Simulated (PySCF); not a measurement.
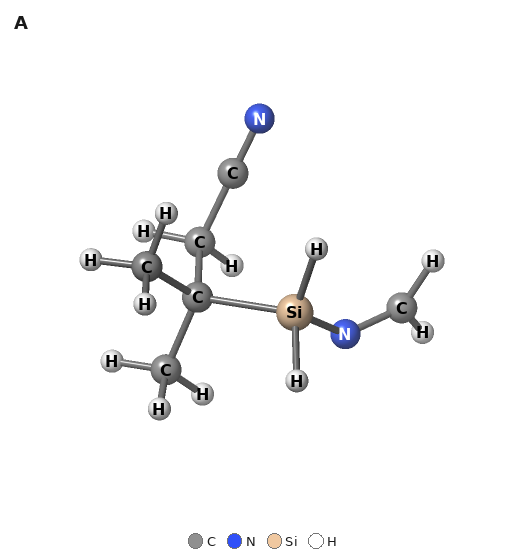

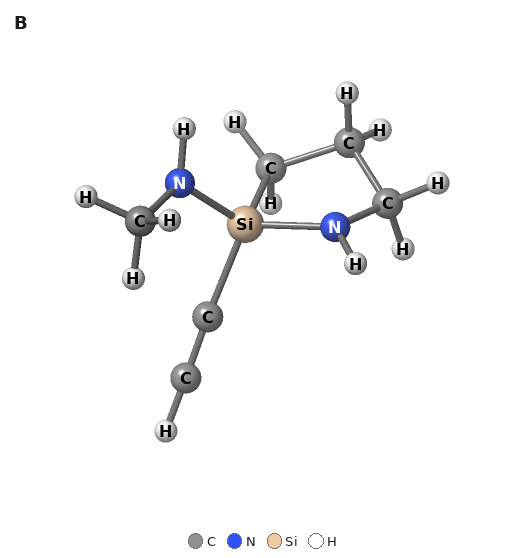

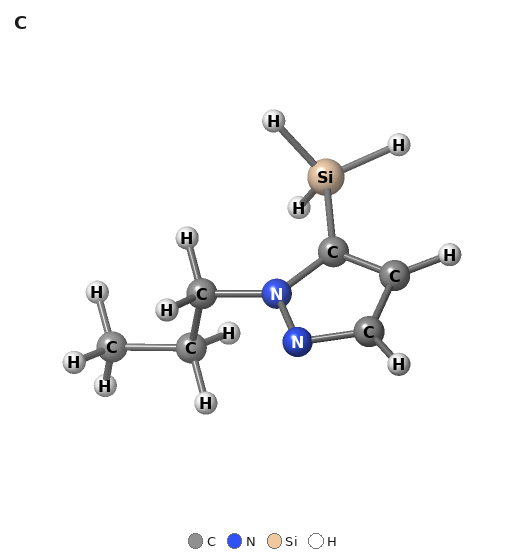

3 stationary structures of one formula. Geometries: GFN2-xTB. Electronic energies: PBE0/pcSseg-1 (PySCF 2.14.0), without zero-point energy. No frequency run is at hand to confirm each as a minimum. Each is one conformer, not always the lowest.

Are they conformers, stereoisomers or constitutional isomers?

They are constitutional isomers of C6H12N2Si: A `C=N[SiH2]C(C)(C)CC#N`, B `C#C[Si@]1(NC)CCCN1`, C `CCCn1nccc1[SiH3]`.

Which structure is the most stable?

B is lowest; C lies 29.6 kJ/mol above it, A lies 63.3 kJ/mol above it.

The geometry is semi-empirical. Around Si such bond lengths and angles can be off by a tenth of an ångström or more and by several degrees, and values that hang on the shape move with them.
